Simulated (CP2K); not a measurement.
# AlSiNH4O (SMILES [NH]1[AlH][O][SiH2]1): levels of theory compared

Aim: a comparison of 3 runs (GFN2-xTB, PM6, GFN1-xTB) of AlSiNH4O. 

Program for the calculation: CP2K 2026.2.

2 further runs of the same task are left out: 2 set aside as unsound or not needed.

## Step 1: Starting point

AlSiNH4O: 8 atoms, total charge 0, spin state singlet. As SMILES, `[NH]1[AlH][O][SiH2]1`. Geometry: a GFN2-xTB relaxation, a rough one for these elements and not checked as a minimum.

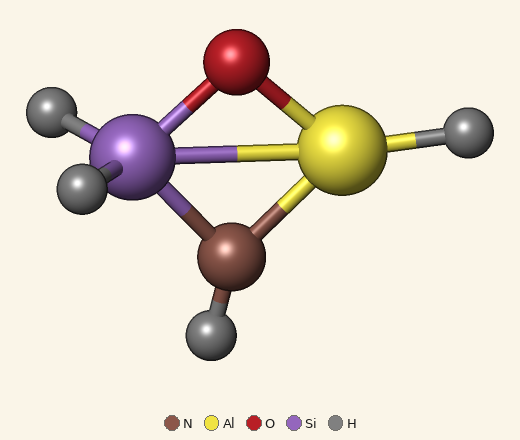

Viewed from a chosen angle; nitrogen brown, aluminium yellow, oxygen red, silicon purple, hydrogen grey.

## Step 2: Energy and forces at GFN2-xTB (run 1)

The input, calc.inp:

```
&FORCE_EVAL
  METHOD Quickstep
  &DFT
    &QS
      METHOD XTB
      EPS_DEFAULT 1.0E-10
      &XTB
        GFN_TYPE TBLITE
        &TBLITE
          METHOD GFN2
        &END TBLITE
        CHECK_ATOMIC_CHARGES F
      &END XTB
    &END QS
    &POISSON
      PERIODIC NONE
      POISSON_SOLVER ANALYTIC
    &END POISSON
    &SCF
      SCF_GUESS ATOMIC
      EPS_SCF 1.0E-07
      MAX_SCF 150
      ADDED_MOS 8
      &DIAGONALIZATION
        ALGORITHM STANDARD
      &END DIAGONALIZATION
      &MIXING
        METHOD DIRECT_P_MIXING
        ALPHA 0.4
      &END MIXING
    &END SCF
    &PRINT
      &MOMENTS
        PERIODIC F
        REFERENCE COM
        MAX_MOMENT 1
      &END MOMENTS
      &MO ON
        ENERGIES T
        OCCUPATION_NUMBERS T
        NDIGITS 6
        &EACH
          QS_SCF 0
        &END EACH
        ADD_LAST NUMERIC
      &END MO
      &HIRSHFELD OFF
      &END HIRSHFELD
    &END PRINT
  &END DFT
  &SUBSYS
    &CELL
      ABC 14.2 16.5 14.8
      PERIODIC NONE
    &END CELL
    &COORD
      UNIT bohr
      N     -1.2386777     1.0738936    -1.1571549
      Al     0.6732905     2.2637974     1.4590575
      O      1.7349953    -0.7745798     1.8931087
      Si     0.0397976    -1.9508210    -0.4977350
      H     -2.4791506     1.4414264    -2.5537948
      H      1.3055362     4.6621244     2.8191312
      H      1.7397197    -2.9338943    -2.4278067
      H     -1.7754733    -3.7819278     0.4651750
    &END COORD
    &TOPOLOGY
      &CENTER_COORDINATES
      &END CENTER_COORDINATES
    &END TOPOLOGY
  &END SUBSYS
  &PRINT
    &FORCES ON
    &END FORCES
  &END PRINT
&END FORCE_EVAL
&GLOBAL
  PROJECT calc
  RUN_TYPE ENERGY_FORCE
  PRINT_LEVEL MEDIUM
&END GLOBAL
```

Run with:

```console
$ OMP_NUM_THREADS=1 cp2k.psmp -i calc.inp > calc.out 2>&1
```

The log of the run:

```text
CP2K| version string:                                       CP2K version 2026.2
[...]
 GLOBAL| Method name                                                        CP2K
[...]
 GLOBAL| Run type                                                   ENERGY_FORCE
[...]
                             - Atoms:                                          8
[...]
                             - Spherical basis functions:                     30
[...]
 Number of electrons:                                                         22
[...]
  *** SCF run converged in    22 steps ***
[...]
  Fermi energy:                                                -0.27377249515745
[...]
 TB_DIPOLE| Moment [Debye]         -1.25673676      -0.01523697      -1.51567691
 TB_DIPOLE| Derivative [a.u.]       0.00000000       0.00000000       0.00000000
[...]
 ENERGY| Total FORCE_EVAL ( QS ) energy [hartree]            -11.936109628932222
 FORCES| Atomic forces [hartree/bohr]
 FORCES|   Atom     x               y               z               |f|
 FORCES|      1  2.72025842E-04 -2.66080763E-04  2.31246978E-06   3.80529077E-04
 FORCES|      2  4.08613713E-05 -3.64531051E-04 -2.31365629E-04   4.33684901E-04
 FORCES|      3 -2.67843168E-05  7.50856793E-05 -1.93214561E-05   8.20279070E-05
 FORCES|      4 -6.81825492E-05  2.78557464E-04 -5.57700276E-05   2.92153071E-04
 FORCES|      5 -1.21453084E-04  8.50307580E-05 -7.17267540E-05   1.64699146E-04
 FORCES|      6 -1.98857335E-05  2.64223595E-04  2.57703141E-04   3.69622049E-04
 FORCES|      7 -2.47961623E-05  1.45665483E-05 -2.61106607E-05   3.88432826E-05
 FORCES|      8 -5.17853675E-05 -8.68522301E-05  1.44278916E-04   1.76185810E-04
 FORCES| Sum    -5.98073023E-17  1.57209315E-17  3.46944695E-17
 FORCES| Total atomic force                                       7.09067508E-17
[...]
```

It took 1 s on 1 thread of Intel Xeon 6975P-C (Granite Rapids), shared host; peak memory 0.19 GiB.

## Step 3: The energy at PM6 (run 2)

The input, molecule.xyz:

```xyz
8

N     -0.655480     0.568280    -0.612340
Al     0.356290     1.197950     0.772100
O      0.918120    -0.409890     1.001790
Si     0.021060    -1.032330    -0.263390
H     -1.311910     0.762770    -1.351410
H      0.690860     2.467090     1.491820
H      0.920620    -1.552550    -1.284740
H     -0.939540    -2.001310     0.246160
```

The input, qs.inp:

```
&GLOBAL
    PROJECT_NAME qs
    RUN_TYPE ENERGY
    PRINT_LEVEL MEDIUM
&END

&FORCE_EVAL
    METHOD QS
    &DFT
        &QS
            METHOD PM6
            EPS_DEFAULT 1.0E-10
            &SE
                &COULOMB
                    CUTOFF [angstrom] 50
                    RC_RANGE [angstrom] 0
                &END
                &EXCHANGE
                    CUTOFF [angstrom] 50
                    RC_RANGE [angstrom] 0
                &END
            &END
        &END
        # cluster boundary conditions
        &POISSON
            PERIODIC NONE
            POISSON_SOLVER ANALYTIC
        &END
        &SCF
            SCF_GUESS ATOMIC
            EPS_SCF 1.0E-09
            MAX_SCF 40
            &OT
                MINIMIZER DIIS
                PRECONDITIONER FULL_ALL
                LINESEARCH 3PNT
            &END
            &OUTER_SCF
                EPS_SCF 1.0E-09
                MAX_SCF 10
            &END
        &END
        # extra output
        &PRINT
            &MOMENTS
                PERIODIC F
                REFERENCE COM
                MAX_MOMENT 1
            &END
            &MO_CUBES
                NLUMO 1
                NHOMO -1
                WRITE_CUBE F
            &END
            &HIRSHFELD OFF
            &END
        &END
    &END
    # atoms, cell and kinds
    &SUBSYS
        # vacuum box
        &CELL
            ABC 10.2 12.5 10.8
            PERIODIC NONE
        &END
        &TOPOLOGY
            COORD_FILE_NAME molecule.xyz
            COORD_FILE_FORMAT XYZ
            &CENTER_COORDINATES
            &END
        &END
    &END
&END
```

Run with:

```console
$ OMP_NUM_THREADS=1 cp2k.psmp -i qs.inp -o qs.out
```

The log of the run:

```text
CP2K| version string:                                       CP2K version 2026.2
[...]
 GLOBAL| Method name                                                        CP2K
[...]
 GLOBAL| Run type                                                         ENERGY
[...]
                             - Atoms:                                          8
[...]
                             - Spherical basis functions:                     30
[...]
 Number of electrons:                                                         22
[...]
     1 OT DIIS     0.15E+00    0.0     0.30212269       -19.4058491762 -1.94E+01
[...]
    13 OT DIIS     0.15E+00    0.0     3.2092E-10       -23.9724550872 -2.84E-14
  *** SCF run converged in    13 steps ***
  Core-core repulsion energy [eV]:                           1083.10812507836522
  Core Hamiltonian energy [eV]:                             -1084.97151984860488
  Two-electron integral energy [eV]:                        -1300.92056518099753
  Electronic energy [eV]:                                   -1735.43180243910388
  Total energy [eV]:                                         -652.32367736073854
  Atomic reference energy [eV]:                               648.22432564986207
  Heat of formation [kcal/mol]:                               -94.53330369830057
[...]
 SE_DIPOLE| Moment [Debye]          0.90895271      -3.16192637       0.21024558
 SE_DIPOLE| Derivative [a.u.]       0.00000000       0.00000000       0.00000000
 *** WARNING in qs_scf_post_se.F:140 :: Printing of MO cube files not ***
 *** implemented for Semi-Empirical method.                           ***
 ENERGY| Total FORCE_EVAL ( QS ) energy [hartree]            -23.972455087158973
[...]
```

It took 1.4 s on 1 thread of Intel Xeon 6975P-C (Granite Rapids), shared host; peak memory 0.18 GiB.

## Step 4: Energy and gradient at GFN1-xTB (run 3)

The input, job.inp:

```
&FORCE_EVAL
    METHOD QS
    &DFT
        &QS
            METHOD XTB
            EPS_DEFAULT 1.0E-10
            &XTB
                GFN_TYPE 1
                CHECK_ATOMIC_CHARGES F
            &END XTB
        &END QS
        &POISSON
            PERIODIC NONE
            POISSON_SOLVER ANALYTIC
        &END POISSON
        &SCF
            SCF_GUESS ATOMIC
            EPS_SCF 1.0E-06
            MAX_SCF 150
            ADDED_MOS 4
            &DIAGONALIZATION
                ALGORITHM STANDARD
            &END DIAGONALIZATION
            &MIXING
                METHOD BROYDEN_MIXING
                ALPHA 0.2
                NBUFFER 8
            &END MIXING
            &SMEAR ON
                METHOD FERMI_DIRAC
                ELECTRONIC_TEMPERATURE [K] 300
            &END SMEAR
        &END SCF
        &PRINT
            &MOMENTS
                PERIODIC F
                REFERENCE COM
                MAX_MOMENT 1
            &END MOMENTS
            &MO ON
                ENERGIES T
                OCCUPATION_NUMBERS T
                NDIGITS 6
                &EACH
                    QS_SCF 0
                &END EACH
                ADD_LAST NUMERIC
            &END MO
            &HIRSHFELD OFF
            &END HIRSHFELD
        &END PRINT
    &END DFT
    &SUBSYS
        &CELL
            ABC 14.2 16.5 14.8
            PERIODIC NONE
        &END CELL
        &COORD
            SCALED T
            N    0.46761725   0.52032667   0.45388209
            Al   0.53886866   0.55848848   0.54742534
            O    0.57843415   0.46104364   0.56294493
            Si   0.51526092   0.42332000   0.47745980
            H    0.42138979   0.53211394   0.40394493
            H    0.56242993   0.63540606   0.59605507
            H    0.57861021   0.39179152   0.40844966
            H    0.44761303   0.36459394   0.51188885
        &END COORD
    &END SUBSYS
    &PRINT
        &FORCES ON
        &END FORCES
    &END PRINT
&END FORCE_EVAL
&GLOBAL
    PROJECT job
    RUN_TYPE ENERGY_FORCE
    PRINT_LEVEL LOW
&END GLOBAL
```

Run with:

```console
$ OMP_NUM_THREADS=1 cp2k.psmp -i job.inp > job.out 2>&1
```

The log of the run:

```text
CP2K| version string:                                       CP2K version 2026.2
[...]
 GLOBAL| Method name                                                        CP2K
[...]
 GLOBAL| Run type                                                   ENERGY_FORCE
[...]
                             - Atoms:                                          8
[...]
                             - Spherical basis functions:                     34
[...]
 Number of electrons:                                                         22
[...]
     1 NoMix/Diag. 0.20E+00    0.0     1.23879217       -13.0015039170 -1.30E+01
[...]
    65 Broy./Diag. 0.20E+00    0.0     0.00000030       -13.3225478203  4.63E-07
  *** SCF run converged in    65 steps ***
[...]
  Fermi energy:                                                -0.26364376111571
[...]
 TB_DIPOLE| Moment [Debye]         -1.00216513       1.83924204      -0.71259093
 TB_DIPOLE| Derivative [a.u.]       0.00000000       0.00000000       0.00000000
[...]
 ENERGY| Total FORCE_EVAL ( QS ) energy [hartree]            -13.322547980098147
 FORCES| Atomic forces [hartree/bohr]
 FORCES|   Atom     x               y               z               |f|
 FORCES|      1 -5.42887078E-03 -1.13371474E-02 -1.00709771E-02   1.61067728E-02
 FORCES|      2 -5.62929903E-03  1.72846016E-02 -2.07979788E-03   1.82967762E-02
 FORCES|      3  9.04916935E-03 -1.69117755E-02  6.07252408E-03   2.01189256E-02
 FORCES|      4  4.11692121E-03  5.24477912E-03  6.53147751E-03   9.33364595E-03
 FORCES|      5 -2.00996376E-03  8.96638195E-03  2.10398345E-04   9.19131258E-03
 FORCES|      6  1.15470859E-03 -1.03466893E-03  1.31239378E-03   2.03132202E-03
 FORCES|      7 -2.93231742E-03 -1.64219944E-03  8.16168428E-04   3.45853081E-03
 FORCES|      8  1.67965183E-03 -5.69971385E-04 -2.79218720E-03   3.30793092E-03
 FORCES| Sum     5.29090660E-17  4.09286320E-16 -2.78423118E-16
 FORCES| Total atomic force                                       4.97829382E-16
[...]
```

Run time: 1.2 s. Hardware: 1 thread of Intel Xeon 6975P-C (Granite Rapids), shared host; peak memory 0.19 GiB.

## Step 5: All runs side by side

```tsv
run	level	task	SCF convergence threshold	energy (Eh)	dipole moment (D)	HOMO energy (eV)	LUMO energy (eV)	wall time
1	GFN2-xTB	gradient	1e-07	-11.936110	1.97	-10.37	-6.55	1 s
2	PM6	energy	1e-09	-23.972455	3.30	–	–	1.4 s
3	GFN1-xTB	gradient	1e-06	-13.322548	2.21	-10.46	-6.28	1.2 s
```

## Step 6: What came out

```
                                        quantity         value
                             run 3: total energy  -13.32255 Eh
run 3: dipole moment (from atomic charges alone)        2.21 D
                              run 3: HOMO energy     -10.46 eV
                              run 3: LUMO energy      -6.28 eV
                            run 3: HOMO–LUMO gap       4.18 eV
                        run 3: dispersion energy  -6.20 kJ/mol
                 run 3: largest force on an atom    1.035 eV/Å
```

**Reading.** The dipole moment (its size) runs from 1.97 D (GFN2-xTB) to 3.30 D (PM6). Some of these are taken from atomic charges alone. Force-field and semi-empirical energies have zeros of their own, so their totals don't compare. All runs together took 3.7 s, the longest 1.4 s.
